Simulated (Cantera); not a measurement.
Input: 1 mol SiH₄, 270 mol H₂, 0.17 mol C₂H₄, at 67000 Pa.

Method: chemical equilibrium by Gibbs-energy minimisation in Cantera with the NASA 1993 tables (ideal gas, pure condensed phases). Candidate condensed phases: C, C₆H₆, C₇H₈, C₈H₁₈, Si, SiC; 87 gas species. Gases not in the tables: Si₂H₆ and higher silanes. Kinetics and transport are ignored.

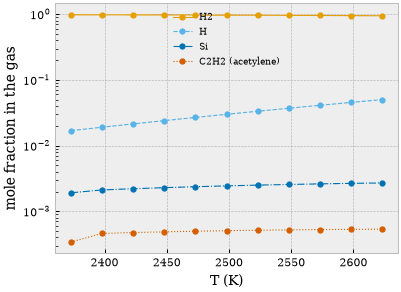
Equilibrium gas composition (values under 1e-9 drawn at 1e-9)

**Question.** Read off the mole fractions at 2548 K.

**Answer.** H₂ about 0.96, H about 0.037, Si about 0.0026, C₂H₂ (acetylene) about 0.00052.
